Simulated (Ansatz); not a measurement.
```xyz
14

Si   -0.9332   -0.1055    1.0397
O     0.7189   -0.5191    0.7676
C     1.0778   -1.8360    0.4554
H    -0.9803    1.3417    1.3655
H    -1.4504   -0.8854    2.2070
H    -1.7618   -0.4498   -0.1541
H     0.5404    1.0227   -0.8894
C    -0.0516    1.8059   -1.3494
H     2.1524   -1.8640    0.2182
H     0.5299   -2.2263   -0.4237
H     0.9046   -2.5290    1.2990
H    -1.1152    1.5446   -1.3590
H     0.0851    2.7412   -0.7931
H     0.2836    1.9588   -2.3836
```

Not at a stationary point (largest force 1.4 eV/Å).

All numbers below come from RKS PBE0-D4/def2-SVP (Ansatz).

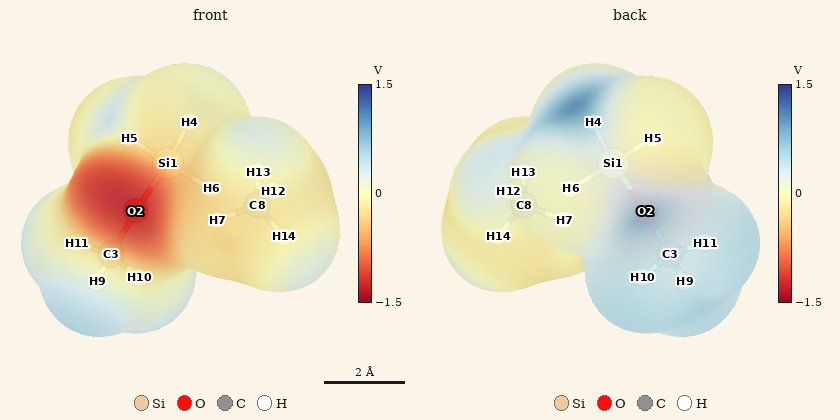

CH6OSi···CH4. The electrostatic potential painted on the density surface at 0.001 e/bohr³, seen from the front and from behind; red is negative and blue positive.

Question: Which sites attract a positive test charge, and which a negative one?

Answer: A positive charge is drawn to the negative regions and a negative charge to the positive ones. The most negative region (about −1.3 V) lies over O2, the most positive (about +0.9 V) over Si1. O2 is the likeliest acceptor of a hydrogen bond.
